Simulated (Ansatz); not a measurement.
```csv
atom,x (Å),y (Å),z (Å)
F,-2.3028,0.2716,1.4363
B,-1.4793,0.0615,0.4027
N,-0.0849,0.0734,0.6194
Si,1.1454,-0.1455,-0.5788
F,1.7190,1.2701,-1.0790
H,-1.9487,-0.1382,-0.6755
H,0.2119,0.2628,1.5740
H,2.2837,-0.8718,0.0228
H,0.5440,-0.8302,-1.7389
```

These are results of Ansatz, RKS r2SCAN-D4/def2-mTZVP, not measurements.

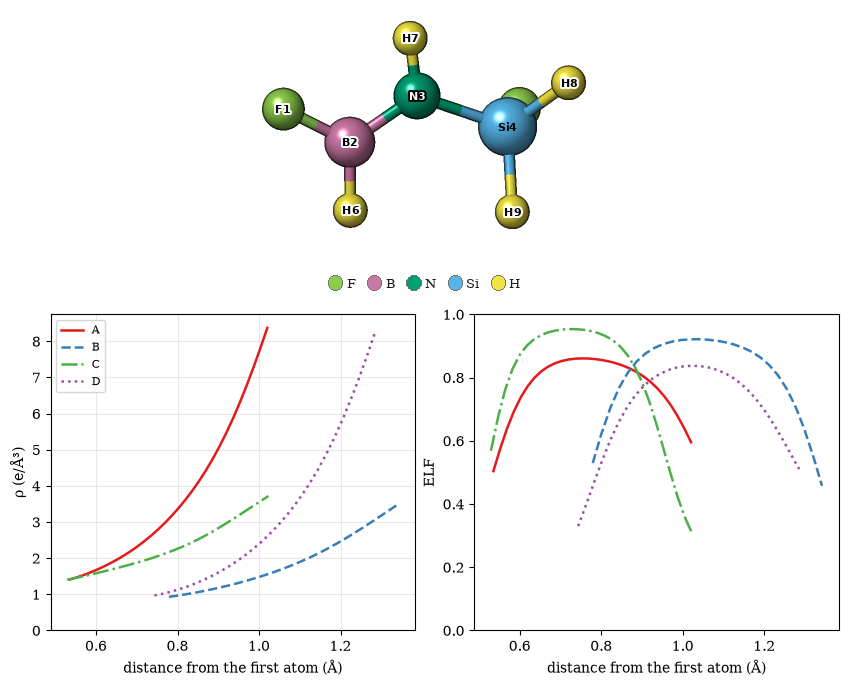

BF2H4NSi (SMILES FBN[SiH2]F). Total electron density and electron localisation function along straight lines between neighbouring atoms. The curves leave out the atomic cores. The structure is drawn too.

> Which curve belongs to which contact (B–F, B–N, Si–F and Si–N)? The first atom named is at distance zero.

Curve A: B–F (1.34 Å): ρ at the midpoint is about 2.1 e/Å³; the ELF peaks at about 0.85 between the atoms, as expected for a polar covalent bond. Curve B: Si–N (1.73 Å): ρ at the midpoint is about 1.1 e/Å³; the ELF peaks at about 0.90 between the atoms, as expected for a shared but strongly polarised pair. Curve C: B–N (1.41 Å): ρ at the midpoint is about 1.9 e/Å³; the ELF peaks at about 0.95 between the atoms, as expected for a shared but strongly polarised pair. Curve D: Si–F (1.61 Å): ρ at the midpoint is about 1.1 e/Å³; the ELF peaks at about 0.85 in the valence shell of F, 0.6 Å from its nucleus, and is about 0.55 at the midpoint.
